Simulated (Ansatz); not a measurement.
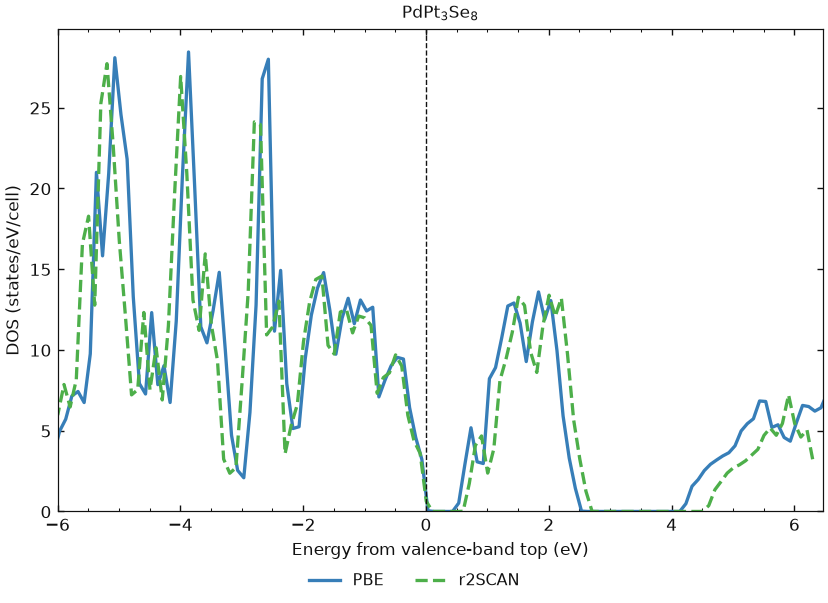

Total densities of states of PdPt3Se8, space group P-3m1 (No. 164), 12 atoms in the cell, by two methods on the same cell. Each is counted from its own valence-band top.

### How do the methods compare?

PBE gives a gap of 0.47 eV and r2SCAN gives a gap of 0.61 eV.

Settings. PBE: DFT PBE, scalar-relativistic, plane waves, PAW, no spin polarisation, 6×6×6 k mesh, 420 eV cutoff (Ansatz). r2SCAN: DFT r2SCAN, scalar-relativistic, plane waves, PAW, no spin polarisation, 6×6×6 k mesh, 500 eV cutoff, Gaussian smearing of 0.02 eV (Ansatz).

The structure is an invented one, so it need not be a known or stable phase. Spin-orbit coupling is left out, which matters for Pt.
